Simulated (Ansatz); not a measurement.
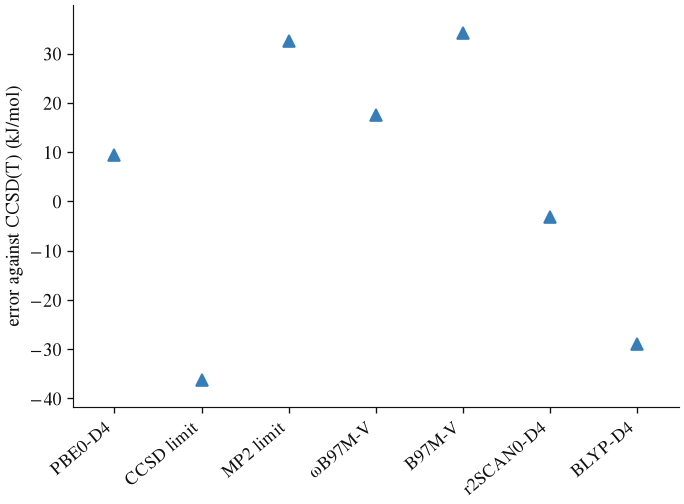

Error in the electronic atomisation energy (method less reference, so positive means overbinding) of CH₄ClSSi, SMILES C[Si@H]([S])Cl, doublet: functionals in def2-TZVPP against frozen-core CCSD(T) at the limit (MP2 extrapolated from triple and quadruple zeta, plus CCSD(T) less MP2 in a smaller set), which gives 2662.6 kJ/mol, at a PBE0-D4/def2-TZVP geometry (a minimum by its frequencies), no zero-point or spin-orbit term, the Ansatz code. The reference leaves out core correlation, a term that grows with the number of heavy atoms. Limit means the basis limit.

Which of these levels overbind, and which underbind?

Overbind: MP2 limit and B97M-V. Underbind: CCSD limit and BLYP-D4. Within 20 kJ/mol of zero, too close to call in view of what the reference leaves out: PBE0-D4, ωB97M-V and r2SCAN0-D4.

Give the values.

```csv
level,kJ/mol
PBE0-D4,9.5
CCSD limit,−36.2
MP2 limit,32.6
ωB97M-V,17.6
B97M-V,34.3
r2SCAN0-D4,−3.2
BLYP-D4,−28.9
```
